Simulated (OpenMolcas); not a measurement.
# One shape, several levels: BSiH5 (SMILES B[SiH3])

We compute a comparison of 6 runs (B3LYP/6-31G*, BHLYP/def2-TZVP, PBE/def2-TZVP, SVWN5/def2-TZVP, MP2/def2-TZVP, CCSD(T)/def2-TZVP) of BSiH5. 

The calculation is run with OpenMolcas 26.06.

1 further run of the same task is left out (set aside as unsound or not needed).

## 1. The molecule

BSiH5: 7 atoms, total charge 0, spin state singlet. SMILES: `B[SiH3]`. The Si2–H7 distance was set to 1.711 Å, away from the relaxed value.

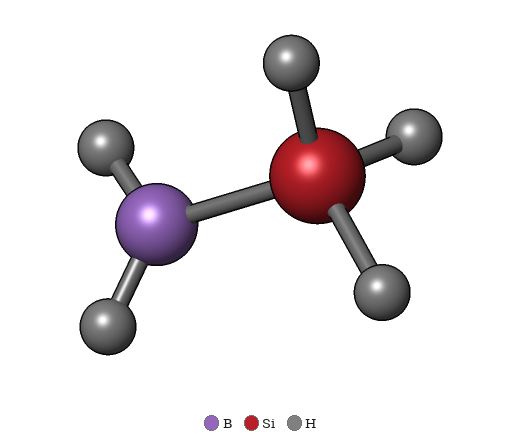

Viewed from a chosen angle; boron purple, silicon red, hydrogen grey.

## 2. A single-point energy at B3LYP/6-31G(d) (spherical functions) (run 1)

Contents of run.input:

```
&GATEWAY
  BasLib=$CurrDir
  Coord
  7
  angstrom
  B       -0.251045      -1.269038       0.217952
  Si      -0.118745       0.705262      -0.134848
  H       -1.333845      -1.770638       0.303752
  H        0.698555      -1.982538       0.349052
  H       -0.823845       1.013362      -1.413548
  H       -0.831445       1.436662       0.953252
  H        1.474500       1.318800      -0.239500
  Basis=6-31Gs
  Group=NoSym

&SEWARD
  GridInput
  Grid=UltraFine
  End of Grid

&SCF
  KSDFT=B3LYP
  Thresholds=1e-10 1e-07 1e-07 1e-05
  PrOrbitals=1 2
```

The basis set 6-31G* is read from a file made from the Basis Set Exchange's data (not shown).

Started as:

```bash
$ export MOLCAS_MEM=1860
$ pymolcas run.input > run.log
```

Output:

```text
--- Start Module: gateway ---
[...]
--- Stop Module: gateway /rc=_RC_ALL_IS_WELL_ ---
--- Start Module: seward ---
[...]
      Basis functions           42
--- Stop Module: seward /rc=_RC_ALL_IS_WELL_ ---
[...]
--- Start Module: scf ---
[...]
       Convergence after  10 Iterations
[...]
::    Total KS-DFT energy                            -317.2903939471
[...]
      Total spin, S                                     0.0000000000
[...]
      Total electronic charge=   24.000000
      Total            charge=   -0.000000
[...]
      Dipole Moment (debye):
      Origin of the operator (angstrom)=   -0.1569    0.1312   -0.0323
                   X= -3.6255E-01               Y= -6.0704E-01               Z=  1.0766E-01           Total=  7.1521E-01
      Quadrupole Moment (debye*angstrom):
[...]
--- Stop Module: scf /rc=_RC_ALL_IS_WELL_ ---
[...]
```

Run time: 11 s. Hardware: 1 thread of Intel Xeon Platinum 8259CL at 2.50GHz (Skylake/Cascade Lake), shared host; peak memory 0.38 GiB.

## 3. The energy at BHLYP/def2-TZVP (run 2)

Contents of calc.inp:

```
* BH5Si Kohn-Sham DFT
&GATEWAY
BasLib=$CurrDir
Coord
7
angstrom
B       -0.251045      -1.269038       0.217952
Si      -0.118745       0.705262      -0.134848
H       -1.333845      -1.770638       0.303752
H        0.698555      -1.982538       0.349052
H       -0.823845       1.013362      -1.413548
H       -0.831445       1.436662       0.953252
H        1.474500       1.318800      -0.239500
Basis=def2-TZVP
Group=NoSym
&SEWARD
GridInput
Grid=UltraFine
End of Grid
&SCF
KSDFT=HYB_GGA_XC_BHANDHLYP
Thresholds=1e-10 1e-07 1e-07 1e-05
PrOrbitals=1 2
```

The basis set def2-TZVP is read from a file made from the Basis Set Exchange's data (not shown).

Started as:

```bash
$ export MOLCAS_MEM=1860
$ pymolcas calc.inp > calc.log
```

Output:

```text
--- Start Module: gateway ---
[...]
--- Stop Module: gateway /rc=_RC_ALL_IS_WELL_ ---
--- Start Module: seward ---
[...]
      Basis functions           98
--- Stop Module: seward /rc=_RC_ALL_IS_WELL_ ---
[...]
--- Start Module: scf ---
[...]
       Convergence after  11 Iterations
[...]
::    Total KS-DFT energy                            -317.2835098326
[...]
      Total spin, S                                     0.0000000000
[...]
      Total electronic charge=   24.000000
      Total            charge=   -0.000000
[...]
      Dipole Moment (debye):
      Origin of the operator (angstrom)=   -0.1569    0.1312   -0.0323
                   X= -2.9495E-01               Y= -5.8893E-01               Z=  1.0458E-01           Total=  6.6691E-01
      Quadrupole Moment (debye*angstrom):
[...]
--- Stop Module: scf /rc=_RC_ALL_IS_WELL_ ---
[...]
```

Wall time 33 s (1 thread of Intel Xeon Platinum 8259CL at 2.50GHz (Skylake/Cascade Lake), shared host); peak memory 0.55 GiB.

Runs 3 to 5 aren't shown in full; the table further down has their settings and results.

## 4. The energy at CCSD(T)/def2-TZVP (Cholesky decomposition) (run 6)

Contents of test.inp:

```
* BH5Si CCSD(T)

&GATEWAY
  BASLIB=$CurrDir
  COORD
  7
  angstrom
  B       -0.251045      -1.269038       0.217952
  Si      -0.118745       0.705262      -0.134848
  H       -1.333845      -1.770638       0.303752
  H        0.698555      -1.982538       0.349052
  H       -0.823845       1.013362      -1.413548
  H       -0.831445       1.436662       0.953252
  H        1.474500       1.318800      -0.239500
  BASIS=def2-TZVP
  GROUP=NoSym

&SEWARD
  HIGH

&SCF
  THRESHOLDS=1e-10 1e-07 1e-07 1e-05
  PRORBITALS=0

&CHCC
  FROZEN=6
  THRESHOLD=1e-08
  MAXITERATIONS=80

&CHT3
  FROZEN=6
```

The basis set def2-TZVP is read from a file made from the Basis Set Exchange's data (not shown).

Started as:

```bash
$ export MOLCAS_MEM=1860
$ pymolcas test.inp > test.log
```

Output:

```text
--- Start Module: gateway ---
[...]
--- Stop Module: gateway /rc=_RC_ALL_IS_WELL_ ---
[...]
      Basis functions           98
[...]
       Convergence after  11 Iterations
[...]
::    Total SCF energy                               -316.4868482896
[...]
      Total spin, S                                     0.0000000000
[...]
      Total electronic charge=   24.000000
      Total            charge=   -0.000000
[...]
      Dipole Moment (debye):
      Origin of the operator (angstrom)=   -0.1569    0.1312   -0.0323
                   X= -3.1752E-01               Y= -6.6922E-01               Z=  1.1889E-01           Total=  7.5020E-01
      Quadrupole Moment (debye*angstrom):
[...]
--- Start Module: chcc ---
[...]
--- Stop Module: chcc /rc=_RC_ALL_IS_WELL_ ---
[...]
--- Start Module: cht3 ---
[...]
--- Stop Module: cht3 /rc=_RC_ALL_IS_WELL_ ---
[...]
```

It took 4.5 min on 1 thread of Intel Xeon Platinum 8259CL at 2.50GHz (Skylake/Cascade Lake), shared host; peak memory 0.15 GiB.

## 5. Overview of the runs

| run | level | integration grid | frozen core orbitals | energy (Eh) | dipole moment (D) of the reference | HOMO energy (eV) | LUMO energy (eV) | wall time |
| --- | --- | --- | --- | --- | --- | --- | --- | --- |
| 1 | B3LYP/6-31G* (spherical functions) | UltraFine | – | -317.290394 | 0.72 | -8.18 | -2.44 | 11 s |
| 2 | BHLYP/def2-TZVP | UltraFine | – | -317.283510 | 0.67 | -9.64 | -1.47 | 33 s |
| 3 | PBE/def2-TZVP | UltraFine | – | -317.086647 | 0.54 | -7.29 | -3.57 | 42 s |
| 4 | SVWN5/def2-TZVP | UltraFine | – | -315.791004 | 0.48 | -7.34 | -3.83 | 27 s |
| 5 | MP2/def2-TZVP | – | 6 | -316.705918 | 0.75 | -11.43 | 0.99 | 14 s |
| 6 | CCSD(T)/def2-TZVP (Cholesky decomposition) | – | 6 | -316.759822 | 0.75 | -11.43 | 0.99 | 4.5 min |

## 6. Summary of results

```
                                          quantity          value
                               run 6: total energy  -316.75982 Eh
         run 6: dipole moment (mean-field density)         0.75 D
        run 6: HOMO energy (Hartree–Fock orbitals)      -11.43 eV
        run 6: LUMO energy (Hartree–Fock orbitals)        0.99 eV
      run 6: HOMO–LUMO gap (Hartree–Fock orbitals)       12.42 eV
run 6: correlation energy (6 core orbitals frozen)     -273.0 mEh
                             run 6: (T) correction      -7.54 mEh
```

What this shows: Over runs 1, 2, 3, 4 the dipole moment (its size) runs from 0.48 D (SVWN5/def2-TZVP) to 0.72 D (B3LYP/6-31G*). The two ends differ in method and basis. Over runs 1, 2, 3, 4 the HOMO–LUMO gap runs from 3.51 eV (SVWN5/def2-TZVP) to 8.17 eV (BHLYP/def2-TZVP). Totals of different functionals can't be ranked against each other. All runs together took 6.7 min, the longest 4.5 min.
